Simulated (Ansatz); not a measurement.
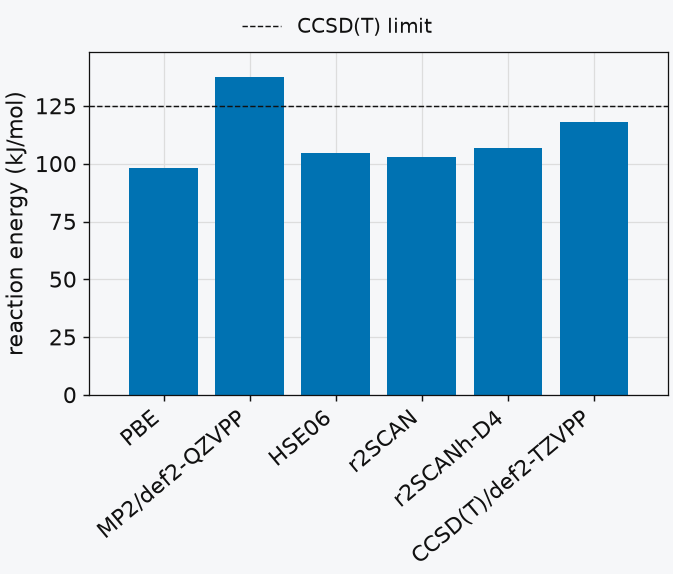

Electronic reaction energy of CH₇GaGe ([GaH2][CH2][GeH3]) + HF (F) → CH₅FGe (F[CH2][GeH3]) + GaH₃ ([GaH3]) (SMILES in brackets) at several levels (functionals in def2-TZVPP unless a basis is named), isolated molecules at PBE0-D4 triple-zeta geometries, minima by their frequencies, no zero-point or thermal terms, the Ansatz code 0.2.0. The line is frozen-core CCSD(T) at the basis limit (MP2 extrapolated from triple and quadruple zeta, plus CCSD(T) less MP2 in a smaller set). No dispersion term is added to PBE, HSE06 and r2SCAN. The distance of MP2/def2-QZVPP and CCSD(T)/def2-TZVPP to the limit includes basis error. The limit lies 7.0 kJ/mol from CCSD(T)/def2-TZVPP, so the line itself is uncertain by a part of that.

**Which level comes closest to the line (CCSD(T) limit), and which misses most?**

Closest CCSD(T)/def2-TZVPP (118.2 kJ/mol), against 125.2 kJ/mol; farthest PBE (98.3 kJ/mol).

**What do zero-point energy and temperature add?**

Zero-point change −2.1 kJ/mol; at 298.15 K and 1 bar the CCSD(T) limit plus thermal terms gives an enthalpy of reaction of 120.3 and a free energy of 122.1 kJ/mol (harmonic PBE0-D4 modes, ideal gas).

Known limits of this run: no scalar relativity up to krypton; outer-core shells are correlated without core-valence functions, which makes the correlated values less sure.
